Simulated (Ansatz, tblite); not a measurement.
# The cluster CSi₂: a ladder of methods and basis sets, part 2 of 2

How do method and basis change the picture of the cluster CSi₂ (singlet)?

Ansatz 0.2.0, Gaussian basis; as each input shows. The steps go on from the part before.

**19. CCSD(T)/def2-TZVPP**

File in.yaml:

```yaml
crystal:
  periodic: [false, false, false]
  atoms:
    - {symbol: Si, position_ang: [-1.069872, 0.913776, -0.498080]}
    - {symbol: Si, position_ang: [1.125089, -0.483473, 0.853287]}
    - {symbol: C, position_ang: [-0.055227, -0.430304, -0.355217]}
basis:
  gaussian: {orbitals: def2-TZVPP, initial_orbitals: start.molden}
correlation: {method: ccsd_t}
scf: {omitted_lower_state_checks: [starts]}
output: {orbitals: {seedname: orbitals}}
```

Run with:

```
> ansatz run in.yaml --threads 4 --pin off --events-out ev --progress --plain --max-ram 3916MiB
```

Standard output, shortened:

```text
Functional definition: HF
  name "HF"
  cite "Fock, Z. Phys. 61, 126 (1930) doi:10.1007/BF01340294"
  parent pbe
[...]
696 factors; integrals over basis functions are off by at most 6.9e-4 eV
[...]
mean field -16752.50650886 eV, -615.6432589440 hartree, gradient 1.9e-6 eV, S^2 0.000000; 0 other end points of the search recorded, 0 dependent functions left out
11 core orbitals not correlated: weight in the atoms' cores, before any rotation towards them, 1.000 or more for the frozen orbitals, at most 0.000 for the correlated occupied ones
reference -16752.50650886 eV, -615.6432589440 hartree; 6, 6 occupied and 98, 98 virtual orbitals, 696 factors
second order -9.21110201 eV of doubles, -0.00000000 eV of singles
cycle   1  -9.19451065 eV  change    1.7e-2 eV  update   1.1e-1
[...]
cycle  11  -9.67789895 eV  change   -1.1e-5 eV  update   9.5e-6
perturbative correction -0.71386119 eV, -0.0262339149 hartree
Total energy: -16762.89826900 eV, -616.0251490853 hartree
Checks for a lower state left out: starts
```

Wall time 0.85 s (4 threads of Arm Neoverse V2, shared host).

From the report: Hartree-Fock HOMO -9.37 eV, LUMO 0.50 eV; T1 0.020.

**20. MP2/def2-TZVP**

Changes to in.yaml since step 19:

```diff
@@ -7,4 +7,4 @@
 basis:
-  gaussian: {orbitals: def2-TZVPP, initial_orbitals: start.molden}
-correlation: {method: ccsd_t}
+  gaussian: {orbitals: def2-TZVP, initial_orbitals: start.molden}
+correlation: {method: mp2}
 scf: {omitted_lower_state_checks: [starts]}
```

Same command.

Standard output:

```text
Functional definition: HF
  name "HF"
  cite "Fock, Z. Phys. 61, 126 (1930) doi:10.1007/BF01340294"
  parent pbe
  exchange = exact_x
  correlation = 0
these checks for a lower state are left out or cut short: starts
634 factors; integrals over basis functions are off by at most 7.3e-4 eV
mean field evaluation 1: about -16751.8605 eV, gradient 2.5e1 eV
mean field evaluation 2: about -16752.3408 eV, gradient 6.6e-1 eV
mean field evaluation 4: about -16752.5045 eV, gradient 1.1e-2 eV
mean field evaluation 8: about -16752.5046 eV, gradient 1.2e-6 eV
mean field -16752.50461427 eV, -615.6431893190 hartree, gradient 9.9e-6 eV, S^2 0.000000; 0 other end points of the search recorded, 0 dependent functions left out
11 core orbitals not correlated: weight in the atoms' cores, before any rotation towards them, 1.000 or more for the frozen orbitals, at most 0.000 for the correlated occupied ones
reference -16752.50461427 eV, -615.6431893190 hartree; 6, 6 occupied and 88, 88 virtual orbitals, 634 factors
second order -9.13840766 eV of doubles, -0.00000000 eV of singles
Total energy: -16761.64302194 eV, -615.9790196065 hartree
Checks for a lower state left out: starts
```

Run time: 0.3 s. Hardware: 4 threads of Arm Neoverse V2, shared host.

Hartree-Fock HOMO -9.37 eV, LUMO 0.50 eV.

**21. RPA/def2-TZVP**

Changes to in.yaml since step 20:

```diff
@@ -8,4 +8,4 @@
   gaussian: {orbitals: def2-TZVP, initial_orbitals: start.molden}
-correlation: {method: mp2}
+hamiltonian: {xc: pbe}
+correlation: {method: rpa}
 scf: {omitted_lower_state_checks: [starts]}
-output: {orbitals: {seedname: orbitals}}
```

Launched as before.

Standard output, shortened:

```text
Functional definition: PBE
  name "PBE"
  cite "Perdew, Burke & Ernzerhof, Phys. Rev. Lett. 77, 3865 (1996) doi:10.1103/PhysRevLett.77.3865"
  parent pbe
[...]
634 factors; integrals over basis functions are off by at most 7.3e-4 eV
[...]
mean field -16780.24458561 eV, -616.6626144627 hartree, gradient 3.3e-6 eV, S^2 0.000000; 0 other end points of the search recorded, 0 dependent functions left out
11 core orbitals not correlated: weight in the atoms' cores, before any rotation towards them, 1.000 or more for the frozen orbitals, at most 0.000 for the correlated occupied ones
reference -16751.57661545 eV, -615.6090859915 hartree; 6, 6 occupied and 88, 88 virtual orbitals, 634 factors
Total energy: -16767.19054435 eV, -616.1828872949 hartree
Checks for a lower state left out: starts
```

Run time: 0.7 s. Hardware: 4 threads of Arm Neoverse V2, shared host.

**22. CCSD(T)/def2-TZVPD**

Changes to in.yaml since step 21:

```diff
@@ -7,5 +7,5 @@
 basis:
-  gaussian: {orbitals: def2-TZVP, initial_orbitals: start.molden}
-hamiltonian: {xc: pbe}
-correlation: {method: rpa}
+  gaussian: {orbitals: def2-TZVPD, initial_orbitals: start.molden}
+correlation: {method: ccsd_t}
 scf: {omitted_lower_state_checks: [starts]}
+output: {orbitals: {seedname: orbitals}}
```

The command is unchanged.

Standard output, shortened:

```text
Functional definition: HF
  name "HF"
  cite "Fock, Z. Phys. 61, 126 (1930) doi:10.1007/BF01340294"
  parent pbe
[...]
748 factors; integrals over basis functions are off by at most 1.3e-3 eV
[...]
mean field -16752.51954624 eV, -615.6437380587 hartree, gradient 9.0e-6 eV, S^2 0.000000; 0 other end points of the search recorded, 0 dependent functions left out
11 core orbitals not correlated: weight in the atoms' cores, before any rotation towards them, 1.000 or more for the frozen orbitals, at most 0.000 for the correlated occupied ones
reference -16752.51954624 eV, -615.6437380587 hartree; 6, 6 occupied and 106, 106 virtual orbitals, 748 factors
second order -9.17671413 eV of doubles, -0.00000000 eV of singles
cycle   1  -9.16667389 eV  change    1.0e-2 eV  update   1.1e-1
[...]
cycle  11  -9.64880859 eV  change   -1.0e-5 eV  update   9.8e-6
perturbative correction -0.71520232 eV, -0.0262832006 hartree
Total energy: -16762.88355715 eV, -616.0246084346 hartree
Checks for a lower state left out: starts
```

Wall time 1 s (4 threads of Arm Neoverse V2, shared host).

Hartree-Fock HOMO -9.39 eV, LUMO 0.45 eV; T1 0.020.

**23. Levels side by side**

```csv
level,functions,HOMO (eV),LUMO (eV),gap (eV),time
HF/STO-3G,23,-4.80,6.10,10.89,0.05 s
HF/6-31G,35,-9.35,0.24,9.60,0.1 s
HF/def2-TZVP,105,-9.37,0.50,9.88,0.25 s
PBE-D4/def2-SVP,50,-6.09,-3.28,2.80,0.2 s
PBE-D4/def2-TZVP,105,-6.06,-3.27,2.79,0.4 s
PBE-D4/def2-TZVPD,123,-6.09,-3.29,2.80,0.5 s
revPBE-D4/def2-TZVP,105,-6.03,-3.22,2.81,0.45 s
r2SCAN-D4/def2-TZVP,105,-6.29,-3.22,3.07,1 s
r2SCAN-D4/def2-TZVPD,123,-6.30,-3.23,3.08,1.1 s
r2SCANh-D4/def2-TZVP,105,-6.69,-2.92,3.77,0.95 s
B3LYP-D4/6-31G,35,-6.98,-2.81,4.17,0.2 s
B3LYP-D4/def2-TZVP,105,-6.94,-2.63,4.31,0.5 s
PBE0-D4/def2-SVP,50,-7.21,-2.54,4.66,0.25 s
PBE0-D4/def2-TZVP,105,-7.16,-2.52,4.65,0.6 s
PBE0-D4/def2-TZVPD,123,-7.18,-2.54,4.65,0.55 s
r2SCAN0-D4/def2-TZVP,105,-7.29,-2.49,4.81,0.95 s
```

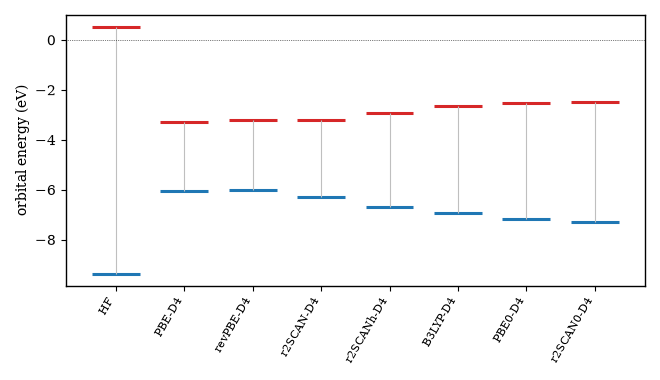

Highest filled (blue) and lowest empty (red) level in def2-TZVP.

The pieces so far (eV):

```csv
basis,HF,MP2 correlation,CCSD correlation,(T),total
def2-TZVPP,-16752.5065,-9.2111,-9.6779,-0.7139,-16762.8983
def2-TZVP,-16752.5046,-9.1384,,,-16761.6430 (MP2)
def2-TZVPD,-16752.5195,-9.1767,-9.6488,-0.7152,-16762.8836
```

**24. Binding energy**

Free atoms were run apart at each level; binding is atoms less cluster, divided by the number of atoms, without zero-point or spin-orbit terms.

Differences are taken before rounding.

```csv
method,binding an atom (eV),from CCSD(T)/def2-TZVPP (eV),time
HF/STO-3G,2.541,-0.985,0.05 s
HF/6-31G,1.605,-1.920,0.1 s
HF/def2-TZVP,2.260,-1.266,0.25 s
HF/def2-TZVPD,2.263,-1.263,
HF/def2-TZVPP,2.259,-1.266,
PBE-D4/def2-SVP,3.839,+0.313,0.2 s
PBE-D4/def2-TZVP,3.854,+0.328,0.4 s
PBE-D4/def2-TZVPD,3.857,+0.331,0.5 s
revPBE-D4/def2-TZVP,3.734,+0.208,0.45 s
r2SCAN-D4/def2-TZVP,3.672,+0.146,1 s
r2SCAN-D4/def2-TZVPD,3.674,+0.148,1.1 s
r2SCANh-D4/def2-TZVP,3.612,+0.086,0.95 s
B3LYP-D4/6-31G,3.165,-0.361,0.2 s
B3LYP-D4/def2-TZVP,3.665,+0.140,0.5 s
PBE0-D4/def2-SVP,3.651,+0.125,0.25 s
PBE0-D4/def2-TZVP,3.676,+0.151,0.6 s
PBE0-D4/def2-TZVPD,3.679,+0.153,0.55 s
r2SCAN0-D4/def2-TZVP,3.525,-0.001,0.95 s
RPA/def2-TZVP,3.289,-0.237,0.7 s
MP2/def2-TZVP,3.710,+0.184,0.3 s
MP2/def2-TZVPD,3.719,+0.193,
CCSD/def2-TZVPD,3.355,-0.171,
CCSD/def2-TZVPP,3.351,-0.174,
CCSD(T)/def2-TZVPD,3.529,+0.004,1 s
CCSD(T)/def2-TZVPP,3.526,0,0.85 s
```

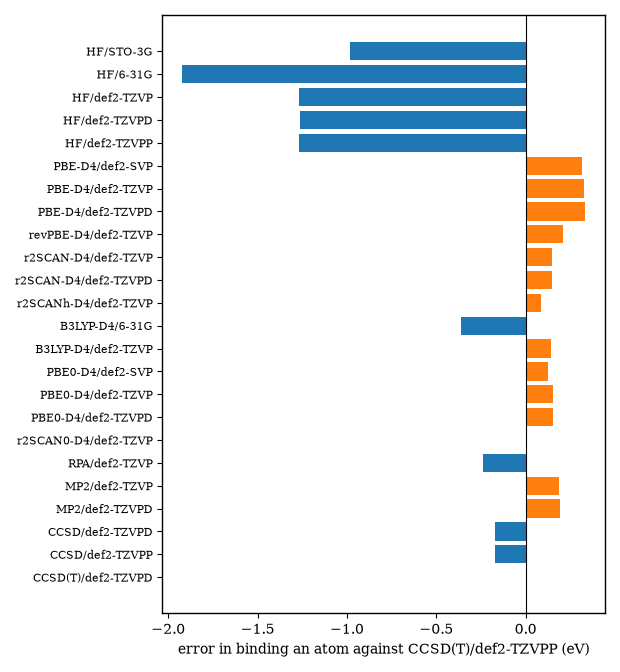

How far each level lands from CCSD(T)/def2-TZVPP.

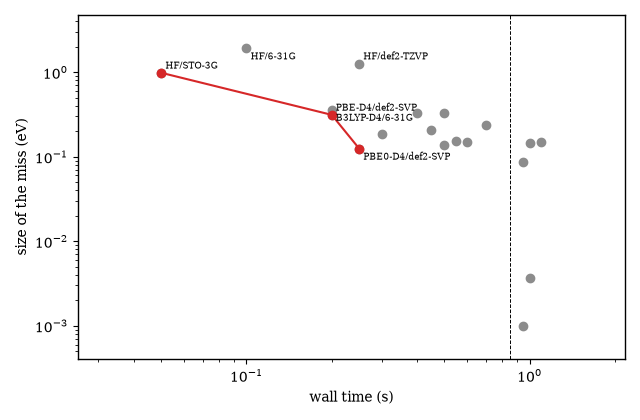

Miss against cost. Red marks the levels that no quicker level drawn beats (of those quicker than the yardstick), and the dashed line is the time of CCSD(T)/def2-TZVPP. Only those levels and the largest misses are named. Misses under 0.001 eV are drawn at that value. Times are from a shared host. Runs this short are mostly start-up, so their order is noise.

**25. Summary of results**

The summary covers parts 1 to 2.

| quantity | value |
| --- | --- |
| gap in def2-TZVP, named functionals and Hartree-Fock, smallest and largest | 2.79 eV (PBE-D4), 9.88 eV (HF) |
| correlation energy, CCSD(T)/def2-TZVPP | -10.39 eV |
| correlation energy, MP2/def2-TZVP | -9.14 eV |
| correlation energy, CCSD(T)/def2-TZVPD | -10.36 eV |
| binding an atom, CCSD(T)/def2-TZVPP | 3.526 eV |
| PBE0 total energy, smallest basis above largest | 6.61 eV (def2-SVP, def2-TZVPD) |

What this shows: Orbital gaps of the named functionals and Hartree-Fock in def2-TZVP span 2.79 eV (PBE-D4) to 9.88 eV (HF); exact exchange widens it. A small miss in a minimal or small basis is a cancelling of errors, not accuracy. The functionals in def2-TZVP miss CCSD(T)/def2-TZVPP by -0.001 (r2SCAN0-D4) to +0.328 eV (PBE-D4) an atom. The reference is CCSD(T) in one finite basis, so it carries an error of its own, often a tenth of an eV or more, and near misses can't be ranked.

For cost: PBE0-D4/def2-SVP gets within 0.125 eV in 0.25 s, where CCSD(T)/def2-TZVPP took 0.85 s. The slowest run with a step of its own, r2SCAN-D4/def2-TZVPD, took 1.1 s; the quickest functional in def2-TZVP took 0.4 s (shared host).
